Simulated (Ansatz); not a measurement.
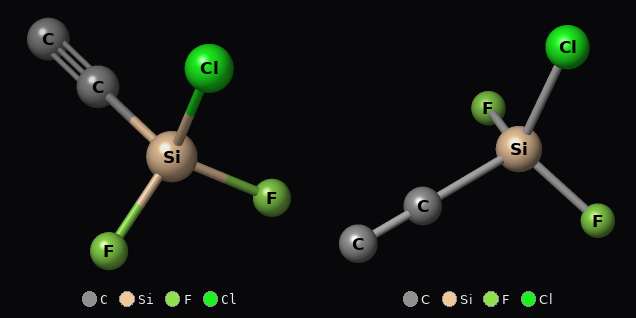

The same structure drawn twice, from different directions.

State: neutral, doublet. The geometry was computed by an optimisation with PBE0-D4/def2-TZVP.

Give the formula.

Answer. C2ClF2Si, 6 atoms: 2 carbon, 1 chlorine, 2 fluorine and 1 silicon.

Write the SMILES.

Answer. [C]#C[Si](F)(F)Cl

How many sets of symmetry-equivalent atoms are there?

Answer. 5: 1 C, 1 C, 1 Si, 2 F, 1 Cl.

The parts below concern this one geometry. Atoms keep their numbers from picture to picture.

Geometry

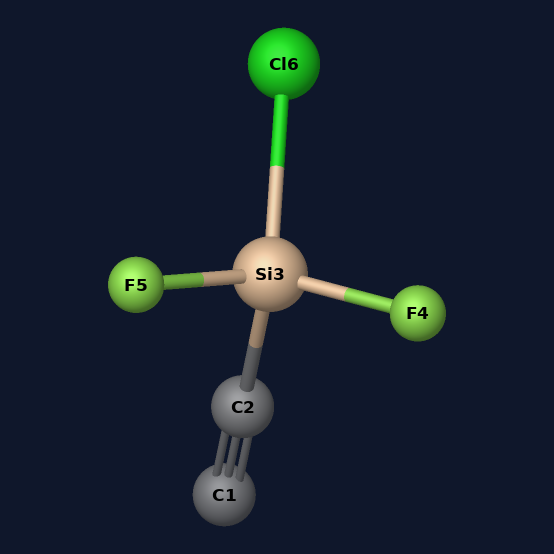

Numbered structure.

What are the angles C1–C2–Si3, C2–Si3–F4, C2–Si3–Cl6, F4–Si3–F5, F4–Si3–Cl6?

| angle | degrees |
| --- | --- |
| C1–C2–Si3 | 179.4 |
| C2–Si3–F4 | 109.6 |
| C2–Si3–Cl6 | 111.2 |
| F4–Si3–F5 | 107.7 |
| F4–Si3–Cl6 | 109.3 |

Dipole moment

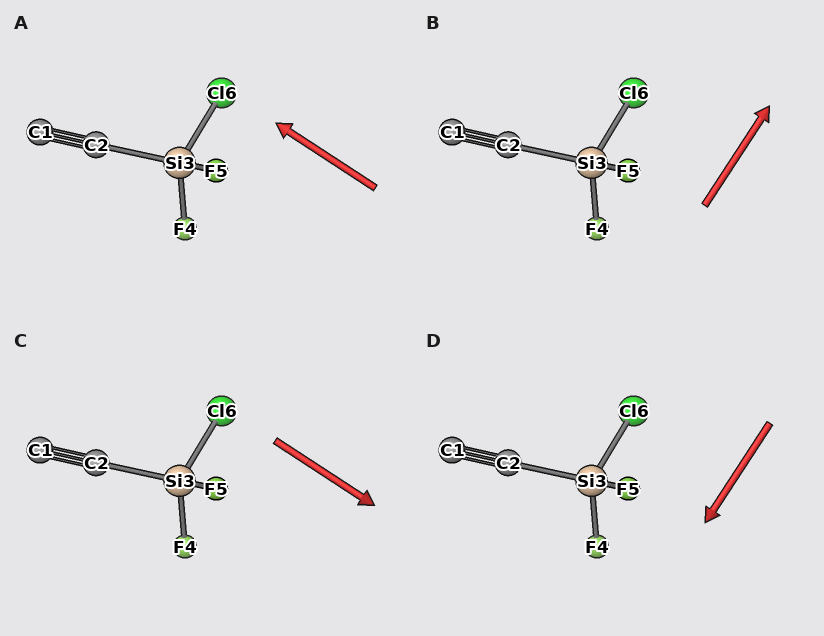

The same molecule four times, each with an arrow. Level of theory: UKS r2SCAN-D4/def2-TZVPP (Ansatz 0.2.0).

Which arrow points along the dipole moment, from the negative to the positive end?

Answer. A. The dipole moment is 1.19 D; it points from the side of F4, F5 to the side of C1 (the outermost atoms at the two ends).

Vibrations

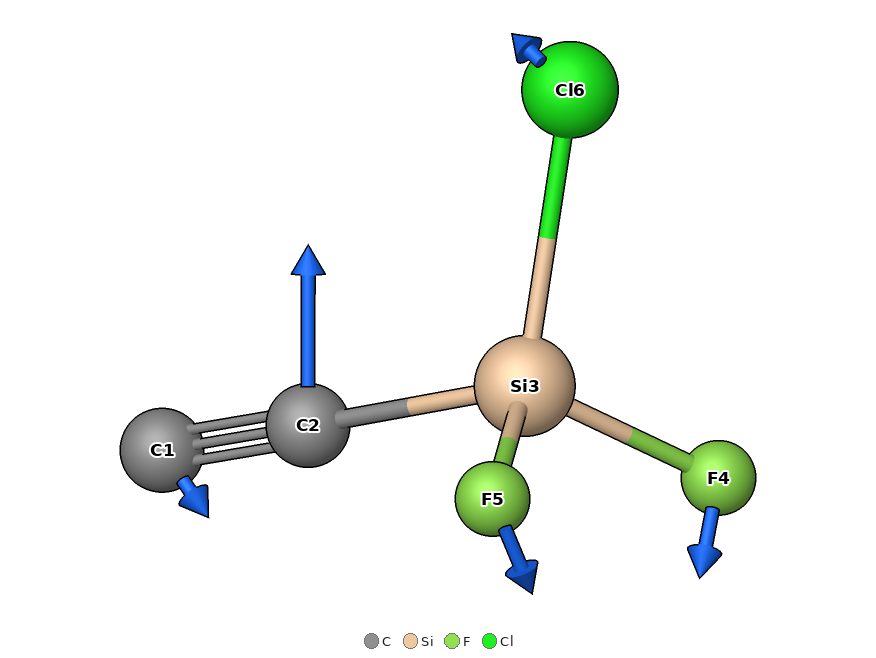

The arrows show one normal mode. Harmonic vibrations computed with UKS PBE0-D4/def2-TZVP (Ansatz 0.2.0) at a stationary point of the same level.

Describe the motion.

Answer. Mostly angle bending.

Estimate its harmonic wavenumber.

Answer. 246 cm⁻¹; it is mode 4 of 12 counted from the lowest.

Charges

The questions are on Mulliken charges. Method: UKS PBE0-D4/def2-TZVP (Ansatz 0.2.0).

Which atom carries the highest charge (most positive or least negative)?

Answer. Si3 (0.85 e).

And the lowest?

Answer. F4, F5 (−0.26 e).

List the Mulliken charges.

```tsv
atom	value (e)
C1	0.08
C2	−0.23
Si3	0.85
F4	−0.26
F5	−0.26
Cl6	−0.17
```

Mulliken values depend strongly on the basis set and can even reverse the polarity of a bond.
